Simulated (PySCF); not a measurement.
## SiP: single-point calculation

System: SiP, multiplicity 2.
Method: UHF/jorge-dzp-dkh, tda (PySCF 2.14.0).

Some settings of this run were made unusual or wrong on purpose.

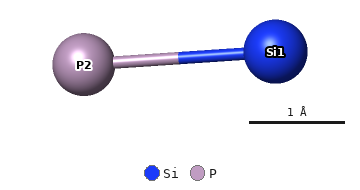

The structure as given in the input (ball-and-stick view, seen at a tilt; atoms are numbered from 1 in the order of the input).

**What the run reported**

| quantity | value |
| --- | --- |
| outcome | converged |
| SCF energy | −630.989739 hartree |
| ⟨S²⟩ | 0.789 |
| dipole moment | 1.89 D |
| hardware | 1 CPU thread, shared host |
| wall time | 3.9 s |

Some settings of this run were drawn to be unusual or wrong. It converged; results that depend on the unusual settings are not reference values.

**The input**
```python
from pyscf import gto, scf, tdscf

mol = gto.M(
    atom='Si 0 0 0; P 0 0 2.06',
    basis='jorge-dzp-dkh',
    charge=0,
    spin=1,
    symmetry=True,
    verbose=4,
)
mf = scf.UHF(mol)
mf = mf.sfx2c1e()
mf.init_guess = 'random'
mf.kernel()
td = tdscf.TDA(mf)
td.nstates = 3
td.kernel()
td.analyze()
mf.dip_moment()
print('orbital energies (hartree):', [e[max(0, n-3):n+3].round(4) for e, n in zip(mf.mo_energy, mol.nelec)])
```

Run as:
```bash
OMP_NUM_THREADS=1 python input.py
```

**The program's output**
```
PySCF version 2.14.0

[INPUT] verbose = 4
[INPUT] num. atoms = 2
[INPUT] num. electrons = 29
[INPUT] charge = 0
[INPUT] spin (= nelec alpha-beta = 2S) = 1
[INPUT] symmetry True subgroup None
[INPUT] Mole.unit = angstrom
[INPUT] Symbol           X                Y                Z      unit          X                Y                Z       unit  Magmom
[INPUT]  1 Si     0.000000000000   0.000000000000   0.000000000000 AA    0.000000000000   0.000000000000   0.000000000000 Bohr   0.0
[INPUT]  2 P      0.000000000000   0.000000000000   2.060000000000 AA    0.000000000000   0.000000000000   3.892835816604 Bohr   0.0

nuclear repulsion = 53.9452496568932
point group symmetry = Coov
symmetry origin: [0.         0.         2.01353577]
symmetry axis x: [1. 0. 0.]
symmetry axis y: [0. 1. 0.]
symmetry axis z: [0. 0. 1.]
num. orbitals of irrep A1 = 24
num. orbitals of irrep E1x = 10
num. orbitals of irrep E1y = 10
num. orbitals of irrep E2x = 2
num. orbitals of irrep E2y = 2
number of shells = 24
number of NR pGTOs = 88
number of NR cGTOs = 48
basis = jorge-dzp-dkh
ecp = {}

******** <class 'pyscf.x2c.sfx2c1e.sfX2C1eSymAdaptedUHF'> ********
method = sfX2C1eSymAdaptedUHF
initial guess = random
damping factor = 0
level_shift factor = 0
DIIS = <class 'pyscf.scf.diis.CDIIS'>
diis_start_cycle = 1
diis_space = 8
diis_damp = 0
SCF conv_tol = 1e-09
SCF conv_tol_grad = None
SCF max_cycles = 50
direct_scf = True
direct_scf_tol = 1e-13
number electrons alpha = 15  beta = 14

******** <class 'pyscf.x2c.sfx2c1e.SpinFreeX2CHelper'> ********
approx = 1e
xuncontract = 1
Freeze 0 electrons in irreps []
    29 free electrons in irreps A1 E1x E1y E2x E2y
Set gradient conv threshold to 3.16228e-05
init E= -630.90048918103
alpha HOMO (A1) = -0.203060479660465  LUMO (E1x) = -0.00639245509541109
beta  HOMO (E1x) = -0.233901998572912  LUMO (A1) = -0.203060479660465

WARN: HOMO -0.203060479660465 >= LUMO -0.203060479660465

WARN: alpha-A1 HOMO -0.203060479660465 > system LUMO -0.203060479660465

WARN: beta-A1 LUMO -0.203060479660465 < system HOMO -0.203060479660465

cycle= 1 E= -630.935751787055  delta_E= -0.0353  |g|= 0.217  |ddm|= 1.11
alpha HOMO (E1x) = -0.309949816096932  LUMO (E1x) = -0.00155206537266173
beta  HOMO (E1x) = -0.296637475932923  LUMO (A1) = -0.0800369139324033
  HOMO = -0.296637475933  LUMO = -0.0800369139324  gap/eV = 5.89400
cycle= 2 E= -630.943137365068  delta_E= -0.00739  |g|= 0.233  |ddm|= 0.594
alpha HOMO (E1x) = -0.325893183842545  LUMO (E1x) = 0.0151943966763937
beta  HOMO (E1x) = -0.315051737707198  LUMO (A1) = -0.0679781227135834
  HOMO = -0.315051737707  LUMO = -0.0679781227136  gap/eV = 6.72322
cycle= 3 E= -630.988076626117  delta_E= -0.0449  |g|= 0.0308  |ddm|= 0.293
alpha HOMO (E1x) = -0.321959947323027  LUMO (E1x) = 0.0270065793458993
beta  HOMO (E1x) = -0.314617451318109  LUMO (A1) = -0.0491838086588103
  HOMO = -0.314617451318  LUMO = -0.0491838086588  gap/eV = 7.22282
cycle= 4 E= -630.98963390058  delta_E= -0.00156  |g|= 0.0109  |ddm|= 0.0755
alpha HOMO (E1x) = -0.32251170414239  LUMO (E1x) = 0.0273287220346483
beta  HOMO (E1x) = -0.316579074397985  LUMO (A1) = -0.0466701187019822
  HOMO = -0.316579074398  LUMO = -0.046670118702  gap/eV = 7.34460
cycle= 5 E= -630.989852562897  delta_E= -0.000219  |g|= 0.00345  |ddm|= 0.0292
alpha HOMO (E1x) = -0.322166889018512  LUMO (E1x) = 0.0274078673168132
beta  HOMO (E1x) = -0.31612487691766  LUMO (A1) = -0.0462174819058276
  HOMO = -0.316124876918  LUMO = -0.0462174819058  gap/eV = 7.34455
cycle= 6 E= -630.989903062183  delta_E= -5.05e-05  |g|= 0.0029  |ddm|= 0.0103
alpha HOMO (E1x) = -0.322521617039001  LUMO (E1x) = 0.0275197583249938
beta  HOMO (E1x) = -0.316095793477067  LUMO (A1) = -0.0461411807507091
  HOMO = -0.316095793477  LUMO = -0.0461411807507  gap/eV = 7.34584
cycle= 7 E= -630.989939765147  delta_E= -3.67e-05  |g|= 0.00307  |ddm|= 0.00655
alpha HOMO (E1x) = -0.321959905204474  LUMO (E1x) = 0.0271591208740665
beta  HOMO (E1x) = -0.316834048240184  LUMO (A1) = -0.0464364344852584
  HOMO = -0.31683404824  LUMO = -0.0464364344853  gap/eV = 7.35789
cycle= 8 E= -630.989836079006  delta_E= 0.000104  |g|= 0.00241  |ddm|= 0.02
alpha HOMO (E1x) = -0.320704760383542  LUMO (E1x) = 0.0271056995076977
beta  HOMO (E1x) = -0.317754042811889  LUMO (A1) = -0.0462451729551958
  HOMO = -0.317754042812  LUMO = -0.0462451729552  gap/eV = 7.38813
cycle= 9 E= -630.989740303134  delta_E= 9.58e-05  |g|= 0.00142  |ddm|= 0.0321
alpha HOMO (E1x) = -0.320270300884145  LUMO (E1x) = 0.0269307619397812
beta  HOMO (E1x) = -0.31816693113952  LUMO (A1) = -0.0462260283294569
  HOMO = -0.31816693114  LUMO = -0.0462260283295  gap/eV = 7.39989
cycle= 10 E= -630.989736729956  delta_E= 3.57e-06  |g|= 0.00084  |ddm|= 0.0122
alpha HOMO (E1x) = -0.320224060971606  LUMO (E1x) = 0.0268968841332873
beta  HOMO (E1x) = -0.318572141245652  LUMO (A1) = -0.0462389065347821
  HOMO = -0.318572141246  LUMO = -0.0462389065348  gap/eV = 7.41056
cycle= 11 E= -630.989738815586  delta_E= -2.09e-06  |g|= 0.000366  |ddm|= 0.00885
alpha HOMO (E1x) = -0.320196260138089  LUMO (E1x) = 0.0269404620627607
beta  HOMO (E1x) = -0.318670302306983  LUMO (A1) = -0.0462048095477456
  HOMO = -0.318670302307  LUMO = -0.0462048095477  gap/eV = 7.41416
cycle= 12 E= -630.98973926049  delta_E= -4.45e-07  |g|= 0.000119  |ddm|= 0.00281
alpha HOMO (E1x) = -0.32017630572164  LUMO (E1x) = 0.02694408575756
beta  HOMO (E1x) = -0.318679978056128  LUMO (A1) = -0.0461951618837873
  HOMO = -0.318679978056  LUMO = -0.0461951618838  gap/eV = 7.41469
cycle= 13 E= -630.989739308188  delta_E= -4.77e-08  |g|= 4.54e-05  |ddm|= 0.000788
alpha HOMO (E1x) = -0.320176980967133  LUMO (E1x) = 0.0269438792386061
beta  HOMO (E1x) = -0.318675882682328  LUMO (A1) = -0.0461938955958487
  HOMO = -0.318675882682  LUMO = -0.0461938955958  gap/eV = 7.41461
cycle= 14 E= -630.989739314549  delta_E= -6.36e-09  |g|= 1.93e-05  |ddm|= 0.00018
alpha HOMO (E1x) = -0.320182307502152  LUMO (E1x) = 0.0269448892159208
beta  HOMO (E1x) = -0.318675059693313  LUMO (A1) = -0.0461933588896954
  HOMO = -0.318675059693  LUMO = -0.0461933588897  gap/eV = 7.41460
cycle= 15 E= -630.989739315825  delta_E= -1.28e-09  |g|= 4.5e-06  |ddm|= 8.82e-05
alpha HOMO (E1x) = -0.320184693146366  LUMO (E1x) = 0.0269457928306274
beta  HOMO (E1x) = -0.318675379625494  LUMO (A1) = -0.0461935631315527
  HOMO = -0.318675379625  LUMO = -0.0461935631316  gap/eV = 7.41461
cycle= 16 E= -630.989739315885  delta_E= -6e-11  |g|= 1.15e-06  |ddm|= 2.5e-05
```

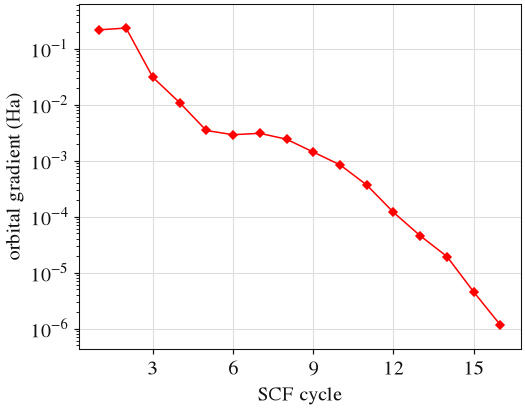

Convergence of the self-consistent field: orbital gradient against the SCF cycle. The residual falls almost steadily, with no more than small rises.

```
alpha HOMO (E1x) = -0.320184726486353  LUMO (E1x) = 0.0269458605029107
beta  HOMO (E1x) = -0.318675219738001  LUMO (A1) = -0.0461936403713281
  HOMO = -0.318675219738  LUMO = -0.0461936403713  gap/eV = 7.41460
Extra cycle  E= -630.989739315888  delta_E= -3.64e-12  |g|= 7.67e-07  |ddm|= 3.42e-06
converged SCF energy = -630.989739315888  <S^2> = 0.78866697  2S+1 = 2.0383002

******** <class 'pyscf.tdscf.uhf.TDA'> for <class 'pyscf.x2c.sfx2c1e.sfX2C1eSymAdaptedUHF'> ********
nstates = 3
deg_eia_thresh = 1.000e-03
wfnsym = None
conv_tol = 1e-05
eigh lindep = 1e-12
eigh level_shift = 0
eigh max_cycle = 100

Excitation energies (eV)
[1.46394832 2.06117602 2.06117602]

** Excitation energies and oscillator strengths **
Excited State   1:   A1      1.46395 eV    846.92 nm  f=0.0000
      14a ->   16a      0.51861
      15a ->   17a      0.51861
      12b ->   15b     -0.15649
      13b ->   16b     -0.45448
      14b ->   17b     -0.45448
Excited State   2:  E2y      2.06118 eV    601.52 nm  f=0.0000
      14a ->   17a     -0.57848
      15a ->   16a     -0.57848
      13b ->   17b      0.39323
      14b ->   16b      0.39323
Excited State   3:  ???      2.06118 eV    601.52 nm  f=0.0000
      14a ->   16a     -0.57848
      15a ->   17a      0.57848
      13b ->   16b      0.39323
      14b ->   17b     -0.39323

** Transition electric dipole moments (AU) **
state          X           Y           Z        Dip. S.      Osc.
  1         0.0000      0.0000      0.0014      0.0000      0.0000
  2         0.0000      0.0000      0.0000      0.0000      0.0000
  3         0.0000      0.0000     -0.0000      0.0000      0.0000

** Transition velocity dipole moments (imaginary part, AU) **
state          X           Y           Z        Dip. S.      Osc.
  1        -0.0000     -0.0000      0.0181      0.0003      0.0041
  2        -0.0000     -0.0000     -0.0000      0.0000      0.0000
  3        -0.0000     -0.0000     -0.0000      0.0000      0.0000

** Transition magnetic dipole moments (imaginary part, AU) **
state          X           Y           Z
  1        -0.0000     -0.0000     -0.0000
  2        -0.0000     -0.0000      0.0000
  3        -0.0000     -0.0000     -0.0000
Dipole moment(X, Y, Z, Debye): -0.00000, -0.00000, -1.89220
orbital energies (hartree): [array([-0.4024, -0.3202, -0.3202,  0.0269,  0.0269,  0.1607]), array([-0.4722, -0.3187, -0.3187, -0.0462,  0.041 ,  0.041 ])]
```
